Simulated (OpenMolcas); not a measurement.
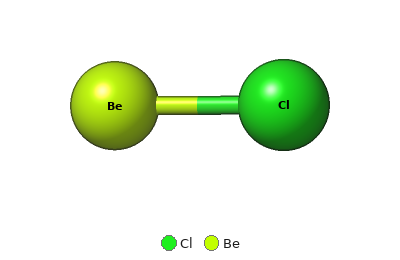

Fig. 1: The molecule at the reference distance of 1.806 Å.

# Relativistic diatomic calculation: ClBe (part 1 of 2)

ClBe. Computed at this level: SA-CASSCF(7,7)/XMS-CASPT2 + RASSI spin-orbit (X2C scalar, AMFI), ANO-RCC-VTZP (OpenMolcas).

## Input file
```
&GATEWAY
Coord
2
angstrom
Cl 0.0 0.0 0.0
Be 0.0 0.0 1.8060
Basis=ANO-RCC-VTZP
Group=XY
RX2C
AMFI
ANGMom
0.0 0.0 0.0
RICD
&SEWARD
&GUESSORB
&RASSCF
FileOrb=$CurrDir/o41.orb
Symmetry=1
Spin=4
nActEl=7 0 0
Inactive=5 2
RAS2=3 4
CIRoot=6 6 1
Linear
Iterations=120 100
OrbListing=Nothing
PRWF=0.15
>>COPY $Project.RasOrb $CurrDir/o41.orb
>>COPY $Project.rasscf.h5 $CurrDir/r41.h5
&CASPT2
XMultistate=all
Imaginary=0.2
IPEA=0.25
MaxIter=40
>>COPY $Project.JobMix JOB001
&RASSCF
FileOrb=$CurrDir/o42.orb
Symmetry=2
Spin=4
nActEl=7 0 0
Inactive=5 2
RAS2=3 4
CIRoot=6 6 1
Linear
Iterations=120 100
OrbListing=Nothing
PRWF=0.15
>>COPY $Project.RasOrb $CurrDir/o42.orb
>>COPY $Project.rasscf.h5 $CurrDir/r42.h5
&CASPT2
XMultistate=all
Imaginary=0.2
IPEA=0.25
MaxIter=40
>>COPY $Project.JobMix JOB002
&RASSI
Nr of JobIphs=2 6 6
1 2 3 4 5 6
1 2 3 4 5 6
SpinOrbit
EJob
Omega
MEES
MESO
Properties=4
'AngMom' 3 'Mltpl  1' 1 'Mltpl  1' 2 'Mltpl  1' 3
Thrs=1.0d-4
>>COPY $Project.rassi.h5 $CurrDir/so.h5
```

The first orbital files come from an earlier step.

Run as:
```bash
pymolcas m.inp (one call a module block, same work directory)
```

## The program's output (extracts)
```
++    Wave function specifications:
      Number of closed shell electrons          14
      Number of electrons in active shells       7
      Number of inactive orbitals                7
      Number of active orbitals                  7
      Number of secondary orbitals              50
      Spin quantum number                      1.5
      State symmetry                             1
++    Orbital specifications:
      Symmetry species                           1   2
                                                 a   b
      Frozen orbitals                            0   0
      Inactive orbitals                          5   2
      Active orbitals                            3   4
      RAS2 orbitals                              3   4
      Secondary orbitals                        26  24
      Number of basis functions                 34  30
      printout of CI-coefficients larger than  0.15 for root  1
      energy=    -475.379028
      conf/sym  111 2222     Coeff  Weight
            31  02u 2uu0  -0.26502 0.07023
            32  02u 2u0u   0.65386 0.42754
            96  02u u2u0  -0.65386 0.42754
            98  02u u20u  -0.26502 0.07023
      printout of CI-coefficients larger than  0.15 for root  2
      energy=    -475.368353
      conf/sym  111 2222     Coeff  Weight
            32  02u 2u0u  -0.70550 0.49772
            96  02u u2u0  -0.70550 0.49772
      printout of CI-coefficients larger than  0.15 for root  3
      energy=    -475.368353
      conf/sym  111 2222     Coeff  Weight
            31  02u 2uu0  -0.70550 0.49772
            98  02u u20u   0.70550 0.49772
      printout of CI-coefficients larger than  0.15 for root  4
      energy=    -475.359224
      conf/sym  111 2222     Coeff  Weight
            31  02u 2uu0  -0.65308 0.42651
            32  02u 2u0u  -0.26470 0.07007
            96  02u u2u0   0.26470 0.07007
            98  02u u20u  -0.65308 0.42651
      printout of CI-coefficients larger than  0.15 for root  5
      energy=    -475.191782
      conf/sym  111 2222     Coeff  Weight
            23  u20 2u0u   0.15472 0.02394
            51  uuu 2200  -0.96529 0.93179
            69  u20 u2u0  -0.15472 0.02394
      printout of CI-coefficients larger than  0.15 for root  6
      energy=    -475.182989
      conf/sym  111 2222     Coeff  Weight
           168  0u0 22uu   0.98710 0.97437
      Natural orbitals and occupation numbers for root  1
      sym 1:   0.002622   1.996981   0.999086
      sym 2:   1.499605   1.499605   0.501050   0.501050
      Natural orbitals and occupation numbers for root  2
      sym 1:   0.001041   1.998293   0.999287
      sym 2:   1.499537   1.499537   0.501152   0.501152
      Natural orbitals and occupation numbers for root  3
      sym 1:   0.001041   1.998293   0.999287
      sym 2:   1.499537   1.499537   0.501152   0.501152
      Natural orbitals and occupation numbers for root  4
      sym 1:   0.001097   1.995180   0.996414
      sym 2:   1.501120   1.501120   0.502535   0.502535
      Natural orbitals and occupation numbers for root  5
      sym 1:   0.999953   1.059213   0.940711
      sym 2:   1.967373   1.967373   0.032689   0.032689
      Natural orbitals and occupation numbers for root  6
      sym 1:   0.019003   1.018343   0.006265
      sym 2:   1.988403   1.988403   0.989792   0.989792
      RASSCF energy for state  6                   -475.18298878
::    RASSCF root number  1 Total energy:   -475.37902844
::    RASSCF root number  2 Total energy:   -475.36835322
::    RASSCF root number  3 Total energy:   -475.36835322
::    RASSCF root number  4 Total energy:   -475.35922398
::    RASSCF root number  5 Total energy:   -475.19178165
::    RASSCF root number  6 Total energy:   -475.18298878
      Von Neumann Entropy (Root   1) =  2.13848
++    Wave function specifications:
      Number of closed shell electrons           2
      Number of electrons in active shells       7
      Number of inactive orbitals                1
      Number of active orbitals                  7
      Number of secondary orbitals              50
      Spin quantum number                      1.5
      State symmetry                             1
      Number of CSFs                           200
      Number of CASSCF root(s) available         6
      CASPT2 state passed to geometry opt.       6
      A file JOBMIX will be created
      This is a MULTI-STATE CASSCF reference
      Number of CI roots used                    6
      These are:                                 1   2   3   4   5   6
      Off-diagonal elements of Heff are computed
  FINAL CASPT2 RESULT:
      Reference energy:        -475.3790284444
      E2 (Non-variational):      -0.1842216718
      Shift correction:          -0.0015477847
      E2 (Variational):          -0.1857694564
      Total energy:            -475.5647979008
      Reference weight:           0.93170
  FINAL CASPT2 RESULT:
      Reference energy:        -475.3683532162
      E2 (Non-variational):      -0.1842667881
      Shift correction:          -0.0014855742
      E2 (Variational):          -0.1857523623
      Total energy:            -475.5541055785
      Reference weight:           0.93234
  FINAL CASPT2 RESULT:
      Reference energy:        -475.3683532162
      E2 (Non-variational):      -0.1842856064
      Shift correction:          -0.0014852715
      E2 (Variational):          -0.1857708778
      Total energy:            -475.5541240940
      Reference weight:           0.93233
  FINAL CASPT2 RESULT:
      Reference energy:        -475.3592239804
      E2 (Non-variational):      -0.1846823542
      Shift correction:          -0.0014986251
      E2 (Variational):          -0.1861809793
      Total energy:            -475.5454049597
      Reference weight:           0.93228
  FINAL CASPT2 RESULT:
      Reference energy:        -475.1917816451
      E2 (Non-variational):      -0.2052786641
      Shift correction:          -0.0026828082
      E2 (Variational):          -0.2079614723
      Total energy:            -475.3997431173
      Reference weight:           0.91322
  FINAL CASPT2 RESULT:
      Reference energy:        -475.1829887760
      E2 (Non-variational):      -0.1988991574
      Shift correction:          -0.0021521076
      E2 (Variational):          -0.2010512650
      Total energy:            -475.3840400410
      Reference weight:           0.92101
       Total XMS-CASPT2 energies:
::    XMS-CASPT2 Root  1     Total energy:   -475.56470451
::    XMS-CASPT2 Root  2     Total energy:   -475.55412609
::    XMS-CASPT2 Root  3     Total energy:   -475.55410358
::    XMS-CASPT2 Root  4     Total energy:   -475.54546897
::    XMS-CASPT2 Root  5     Total energy:   -475.39983651
::    XMS-CASPT2 Root  6     Total energy:   -475.38397603
++    Wave function specifications:
      Number of closed shell electrons          14
      Number of electrons in active shells       7
      Number of inactive orbitals                7
      Number of active orbitals                  7
      Number of secondary orbitals              50
      Spin quantum number                      1.5
      State symmetry                             2
      printout of CI-coefficients larger than  0.15 for root  1
      energy=    -475.310925
      conf/sym  111 2222     Coeff  Weight
           103  uu0 22u0  -0.99031 0.98071
      printout of CI-coefficients larger than  0.15 for root  2
      energy=    -475.310925
      conf/sym  111 2222     Coeff  Weight
           105  uu0 220u  -0.99031 0.98071
      printout of CI-coefficients larger than  0.15 for root  3
      energy=    -475.261423
      conf/sym  111 2222     Coeff  Weight
            58  u2u u200  -0.99272 0.98550
      printout of CI-coefficients larger than  0.15 for root  4
      energy=    -475.261423
      conf/sym  111 2222     Coeff  Weight
             4  u2u 2u00   0.99272 0.98550
      printout of CI-coefficients larger than  0.15 for root  5
      energy=    -475.241161
      conf/sym  111 2222     Coeff  Weight
            45  020 2uuu  -0.98891 0.97795
      printout of CI-coefficients larger than  0.15 for root  6
      energy=    -475.241161
      conf/sym  111 2222     Coeff  Weight
           136  020 u2uu  -0.98891 0.97795
      Natural orbitals and occupation numbers for root  1
      sym 1:   0.988790   1.017093   0.007089
      sym 2:   1.993167   1.987469   0.993894   0.012498
      Natural orbitals and occupation numbers for root  2
      sym 1:   0.988790   1.017093   0.007089
      sym 2:   1.987469   1.993167   0.012498   0.993894
      Natural orbitals and occupation numbers for root  3
      sym 1:   0.996875   1.989273   0.991237
      sym 2:   1.008310   1.996099   0.012099   0.006107
      Natural orbitals and occupation numbers for root  4
      sym 1:   0.996875   1.989273   0.991237
      sym 2:   1.996099   1.008310   0.006107   0.012099
      Natural orbitals and occupation numbers for root  5
      sym 1:   0.020376   1.980052   0.003715
      sym 2:   1.997691   1.013589   0.998298   0.986279
      Natural orbitals and occupation numbers for root  6
      sym 1:   0.020376   1.980052   0.003715
      sym 2:   1.013589   1.997691   0.986279   0.998298
      RASSCF energy for state  6                   -475.24116063
::    RASSCF root number  1 Total energy:   -475.31092462
::    RASSCF root number  2 Total energy:   -475.31092462
::    RASSCF root number  3 Total energy:   -475.26142255
::    RASSCF root number  4 Total energy:   -475.26142255
::    RASSCF root number  5 Total energy:   -475.24116063
::    RASSCF root number  6 Total energy:   -475.24116063
      Von Neumann Entropy (Root   1) =  1.58842
++    Wave function specifications:
      Number of closed shell electrons           2
      Number of electrons in active shells       7
      Number of inactive orbitals                1
      Number of active orbitals                  7
      Number of secondary orbitals              50
      Spin quantum number                      1.5
      State symmetry                             2
      Number of CSFs                           192
      Number of CASSCF root(s) available         6
      CASPT2 state passed to geometry opt.       6
      A file JOBMIX will be created
      This is a MULTI-STATE CASSCF reference
      Number of CI roots used                    6
      These are:                                 1   2   3   4   5   6
      Off-diagonal elements of Heff are computed
  FINAL CASPT2 RESULT:
      Reference energy:        -475.3109246166
      E2 (Non-variational):      -0.1930619712
      Shift correction:          -0.0019644064
      E2 (Variational):          -0.1950263776
      Total energy:            -475.5059509942
      Reference weight:           0.92452
  FINAL CASPT2 RESULT:
      Reference energy:        -475.3109246156
      E2 (Non-variational):      -0.1930619722
      Shift correction:          -0.0019644065
      E2 (Variational):          -0.1950263786
      Total energy:            -475.5059509942
      Reference weight:           0.92452
  FINAL CASPT2 RESULT:
      Reference energy:        -475.2614225466
      E2 (Non-variational):      -0.1984582765
      Shift correction:          -0.0020863216
      E2 (Variational):          -0.2005445981
      Total energy:            -475.4619671446
      Reference weight:           0.92008
  FINAL CASPT2 RESULT:
      Reference energy:        -475.2614225464
      E2 (Non-variational):      -0.1984582766
      Shift correction:          -0.0020863216
      E2 (Variational):          -0.2005445982
      Total energy:            -475.4619671446
      Reference weight:           0.92008
  FINAL CASPT2 RESULT:
      Reference energy:        -475.2411606262
      E2 (Non-variational):      -0.1957126576
      Shift correction:          -0.0018880421
      E2 (Variational):          -0.1976006997
      Total energy:            -475.4387613259
      Reference weight:           0.92386
  FINAL CASPT2 RESULT:
      Reference energy:        -475.2411606255
      E2 (Non-variational):      -0.1957126582
      Shift correction:          -0.0018880422
      E2 (Variational):          -0.1976007003
      Total energy:            -475.4387613258
      Reference weight:           0.92386
       Total XMS-CASPT2 energies:
::    XMS-CASPT2 Root  1     Total energy:   -475.50588610
::    XMS-CASPT2 Root  2     Total energy:   -475.50588610
::    XMS-CASPT2 Root  3     Total energy:   -475.46198097
::    XMS-CASPT2 Root  4     Total energy:   -475.46198097
::    XMS-CASPT2 Root  5     Total energy:   -475.43881240
::    XMS-CASPT2 Root  6     Total energy:   -475.43881240
  SPIN-FREE ENERGIES:
  (Shifted by EMIN (a.u.) =       -475.5647045074)
 SF State       Relative EMIN(au)   Rel lowest level(eV)    D:o, cm**(-1)      Abs_M
     1             0.0000000000        0.0000000000              0.0000         0.0
     2             0.0105784137        0.2878533000           2321.6934         2.0
     3             0.0106009287        0.2884659647           2326.6349         2.0
     4             0.0192355414        0.5234257464           4221.7134         0.0
     7             0.0588184108        1.6005304933          12909.1490         1.0
     8             0.0588184108        1.6005304933          12909.1490         1.0
     9             0.1027235371        2.7952498445          22545.2104         1.0
    10             0.1027235371        2.7952498445          22545.2104         1.0
    11             0.1258921098        3.4256988248          27630.1244         1.0
    12             0.1258921098        3.4256988248          27630.1244         1.0
     5             0.1648679957        4.4862867117          36184.3426         0.0
     6             0.1807284738        4.9178723064          39665.3152         0.0
```

(Continued in part 2.) Outcome of the run: converged.
